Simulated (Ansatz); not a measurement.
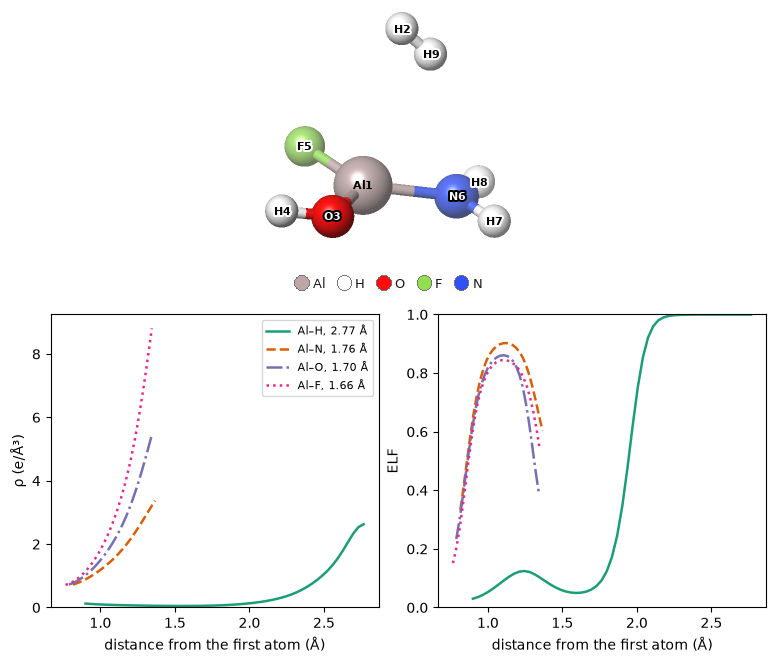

Figure. AlFH$_{3}$NO···H$_{2}$. Electron density and ELF along straight lines between neighbouring atoms. The curves leave out the atomic cores. The structure is drawn too.

Method: Ansatz 0.2.0, RKS PBE0/6-31G*.

The calculation's input:

```
crystal:
  periodic: [false, false, false]
  atoms:
    - { symbol: Al, position_ang: [0.123169, 0.620412, -0.351616] }
    - { symbol: H, position_ang: [0.03991, -0.20607, 2.281332] }
    - { symbol: O, position_ang: [1.59125, -0.221974, -0.513647] }
    - { symbol: H, position_ang: [1.610104, -1.068268, -0.970113] }
    - { symbol: F, position_ang: [-1.252739, 0.025101, -1.047668] }
    - { symbol: "N", position_ang: [0.034724, 2.206244, 0.620364] }
    - { symbol: H, position_ang: [0.897348, 2.676723, 0.870748] }
    - { symbol: H, position_ang: [-0.689442, 2.884801, 0.428471] }
    - { symbol: H, position_ang: [-0.040324, 0.476031, 2.085029] }
basis:
  gaussian: { orbitals: "6-31G*" }
hamiltonian:
  xc: pbe0
relax:
  f_tol: 0.03
  max_steps: 50
output:
  orbitals: {}
```

Run with:

```sh
ansatz run input.yaml --threads 1 --pin off --max-ram 2048MiB --backend cpu --events-out ev --progress --plain --runs-dir out
```

The fields are those of the run's last geometry, not of the input's.

Question: Compare the contacts.

Answer: Al1···H9 (2.77 Å): the density falls to about 0.05 e/Å³ on the way; the ELF climbs to about 1 towards the hydrogen.
Al–N (1.76 Å): the density is about 0.84 e/Å³ at the midpoint; the ELF peaks at about 0.90 in the valence shell of N, 0.6 Å from its nucleus, and is about 0.60 at the midpoint.
Al–O (1.70 Å): ρ at the midpoint is about 0.86 e/Å³; the ELF peaks at about 0.85 in the valence shell of O, 0.6 Å from its nucleus, and is about 0.45 at the midpoint.
Al–F (1.66 Å): the density is about 0.85 e/Å³ at the midpoint; the ELF peaks at about 0.85 in the valence shell of F, 0.6 Å from its nucleus, and is about 0.35 at the midpoint.
